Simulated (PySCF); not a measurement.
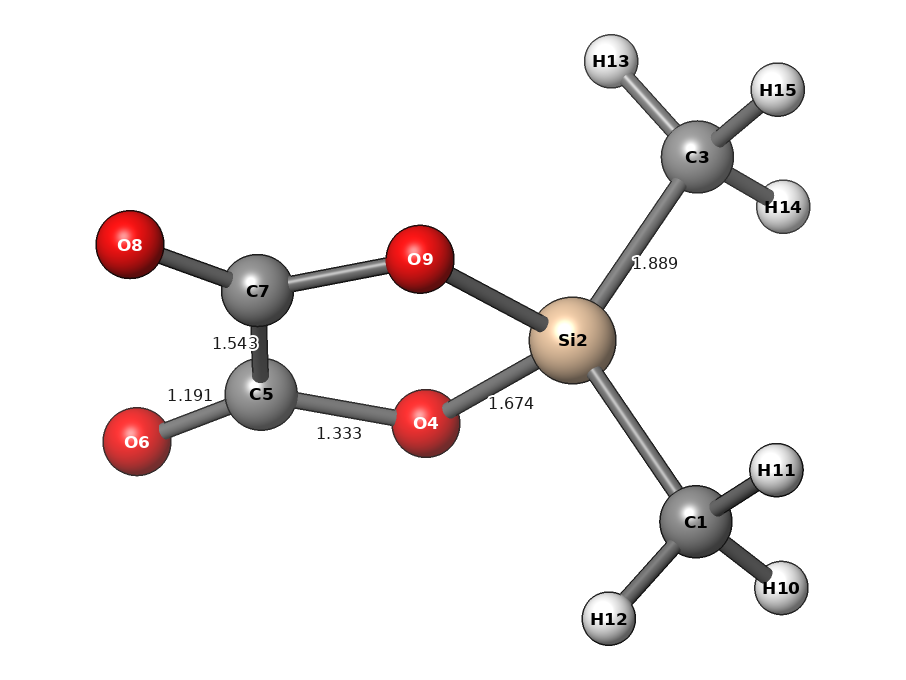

Bond lengths are marked in Å; every bond is drawn as one stick. The computed structure is the end point of a GFN2-xTB optimisation. No frequency run is at hand to confirm it as a minimum.

Question: Which of the marked bonds are single, double, triple or aromatic?

Answer: Si2–C3 single; Si2–O4 single; O4–C5 single; C5–O6 double; C5–C7 single.

Question: Give the structure as SMILES.

Answer: C[Si]1(C)OC(=O)C(=O)O1
